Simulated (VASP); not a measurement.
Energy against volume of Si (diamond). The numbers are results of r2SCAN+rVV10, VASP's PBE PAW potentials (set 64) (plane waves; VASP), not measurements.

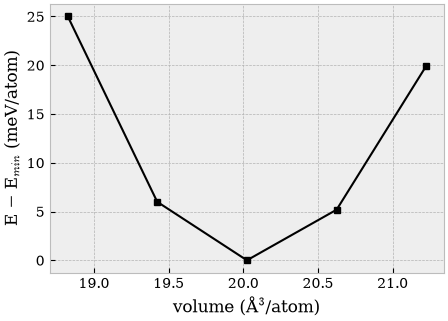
*Energy against volume*

**Question.** Estimate the equilibrium volume and the bulk modulus.

**Answer.** The minimum lies near 20.0 Å³/atom, and the curvature gives B0 of about 99 GPa.

Measured: bulk modulus 101 GPa at 0 K (computed value off by -1.7 %), as given by Jianwei Sun et al., Physical Review B (2011), doi:10.1103/physrevb.84.035117 [0 K value with zero-point phonon effects removed]; a 5.421 Å at 0 K (computed value off by +0.2 %), as given by Daniel Mejia-Rodriguez et al., Physical Review B (2018), arXiv:1807.09216 [static lattice: zero-point anharmonic expansion removed].

The compound is Si in the diamond structure. It was relaxed first.
